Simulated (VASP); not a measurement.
Band structure of ZrSe$_{2}$ (1T layered). All values below come from PBE GGA with D4 dispersion, VASP's PBE PAW potentials (set 64) (plane waves; VASP).

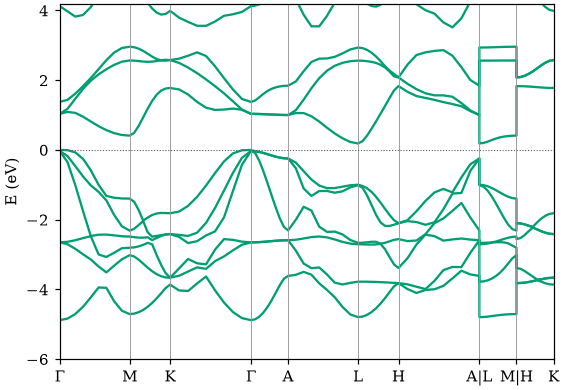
Bands along high-symmetry lines, zero at the valence-band maximum or, without a gap, the Fermi level

Read the plot: is there a gap, and where are the band edges?

The gap is indirect, 0.18 eV, from the valence maximum at Γ to the conduction minimum at L. (Edges off the drawn lines would not show.)

The compound is ZrSe2 in the 1T layered structure. It was relaxed first.
